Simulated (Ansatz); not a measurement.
# CaFH3Si: what the fields show

Input

```
crystal:
  periodic: [false, false, false]
  atoms:
    - {symbol: Ca, position_ang: [-1.765945, 3.681163, -0.240791]}
    - {symbol: F, position_ang: [-0.558060, 1.707304, -0.154075]}
    - {symbol: Si, position_ang: [0.338763, 0.298934, -0.073989]}
    - {symbol: H, position_ang: [-0.465976, -0.747905, -0.729888]}
    - {symbol: H, position_ang: [1.600556, 0.562719, -0.789481]}
    - {symbol: H, position_ang: [0.557051, 0.020192, 1.357196]}
basis:
  gaussian:
    orbitals: def2-TZVPD
hamiltonian:
  xc: pbe0
output: {forces: true, orbitals: {seedname: orbitals}}
```

Launched as:

```sh
ansatz run input.yaml --threads 2 --pin off --max-ram 4350MiB --events-out events.jsonl --progress --plain --runs-dir runs
```

Geometry: B3LYP-D3(BJ)/6-311G**.

These are results of isolated molecule in a Gaussian basis; Kohn-Sham density functional theory, functional PBE0 (Ansatz), not measurements.

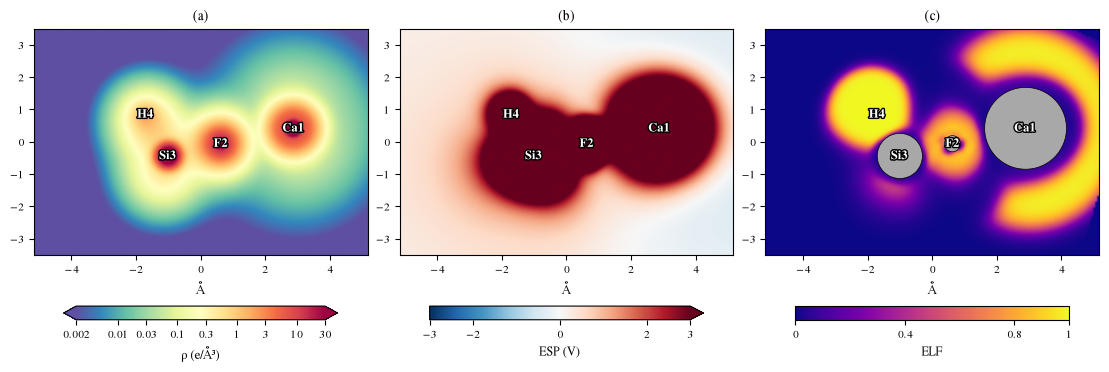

Figure 1. (a) total electron density; (b) electrostatic potential; (c) ELF on the plane of atoms F2, Si3 and H4. Grey discs cover the atomic cores in the ELF map.

Read the bonding off the picture.

Atoms in the plane: Ca, F, Si and H. Si–F (1.67 Å): ρ is about 0.95 e/Å³ halfway; the ELF peaks at about 0.85 in the valence shell of F, 0.6 Å from its nucleus, and is about 0.50 at the midpoint. Ca–F (2.32 Å): ρ is about 0.21 e/Å³ halfway; the ELF is about 0.05 at the midpoint: a largely ionic contact. Si–H (1.47 Å): the density is about 0.85 e/Å³ at the midpoint; the ELF climbs to about 1 towards the hydrogen, as it does in any bond to H. Outside the dense part of the molecule the potential is most negative (−0.4 V) near F2.

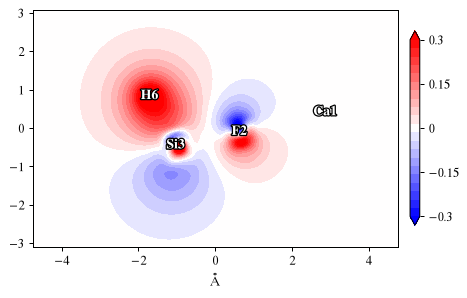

Figure 2. The HOMO−1 on the plane of atoms F2, Si3 and H6 (values in Å⁻³ᐟ²; the overall sign is arbitrary).

What is the character of this orbital?

Its weight (Hirshfeld) is mainly on Si3 (about 40 %), H5 (about 35 %), H6 (about 10 %), H4 (about 10 %) and F2 (about 10 %). It is one of a degenerate set, so its orientation is arbitrary. Its energy is −10.64 eV.
